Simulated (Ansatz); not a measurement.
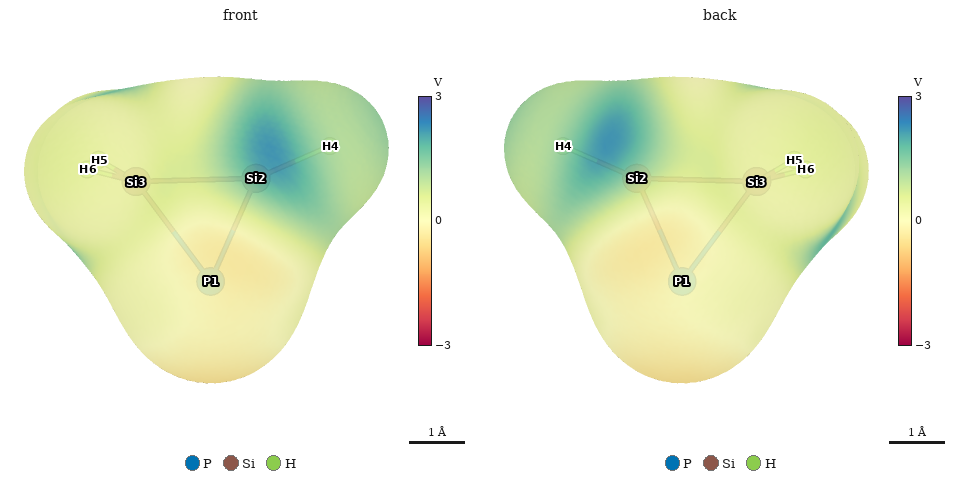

Figure. H$_{3}$PSi$_{2}$ (SMILES [SiH]1=P[SiH2]1). The molecular electrostatic potential painted on the density surface at 0.004 e/bohr³, seen from the front and from behind; red is negative and blue positive.

Geometry: PBE0-D3(BJ)/def2-SVP.

Level of theory: isolated molecule in a Gaussian basis; Kohn-Sham density functional theory, functional PBE0 (Ansatz).

```tsv
atom	x (Å)	y (Å)	z (Å)
P	1.0657	-0.6365	-0.0022
Si	0.3441	1.0661	0.9570
Si	0.4528	-0.7610	2.2054
H	0.0749	2.4910	0.6147
H	-0.7686	-1.5352	2.5742
H	1.5119	-0.9441	3.2407
```

Q: Which sites attract a positive test charge, and which a negative one?

A: A positive charge is drawn to the negative regions and a negative charge to the positive ones. The most negative region (about −0.5 V) lies over P1, the most positive (about +2.2 V) over Si2.
